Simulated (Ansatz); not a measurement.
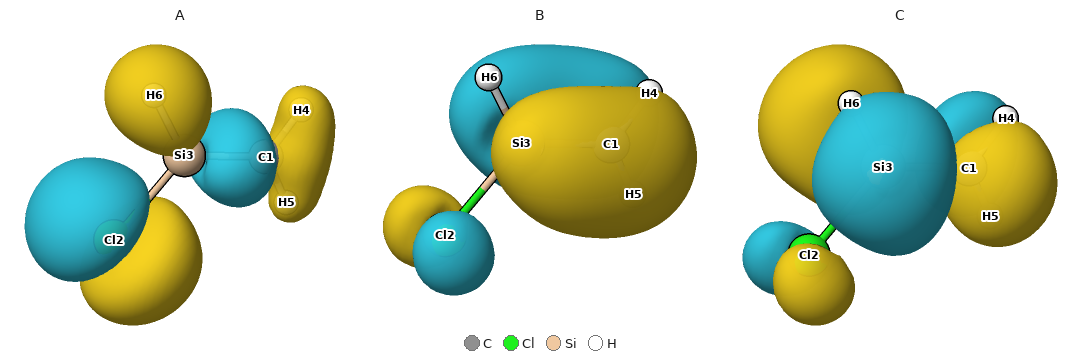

The picture shows: CH₃ClSi (SMILES C=[SiH]Cl). Three frontier orbitals at ±0.08 Å⁻³ᐟ² (yellow and cyan are the two phases), in no order.

Geometry: PBE0-D3(BJ)/def2-SVP.

The calculation used isolated molecule in a Gaussian basis; Kohn-Sham density functional theory, functional PBE0 in Ansatz.

```xyz
6

C     1.0649   -0.0144    0.7006
Cl    0.3826    2.7894   -0.9074
Si    1.5435    1.1758   -0.4095
H     1.7336   -0.8513    0.9219
H     0.1048    0.0052    1.2210
H     2.8240    1.2115   -1.1474
```

Which picture is the HOMO−1, the HOMO and the LUMO?

A is the HOMO−1 (−9.50 eV). Its weight (Hirshfeld) is mainly on Cl2 (about 65 %), Si3 (about 15 %), C1 (about 10 %) and H6 (about 10 %); it is symmetric in the molecular plane (an in-plane orbital: σ, lone-pair or in-plane π type). B is the HOMO (−6.69 eV). By Hirshfeld shares it lies mainly on C1 (about 50 %), Si3 (about 35 %) and Cl2 (about 5 %); it changes sign across the molecular plane (π type); π-bonding across C1–Si3. C is the LUMO (−1.23 eV). By Hirshfeld shares it lies mainly on Si3 (about 55 %), C1 (about 25 %), Cl2 (about 10 %) and H6 (about 5 %); it changes sign across the molecular plane (π type); π-antibonding (a node) across C1–Si3.

What is the HOMO–LUMO gap?

5.46 eV between the orbital energies.
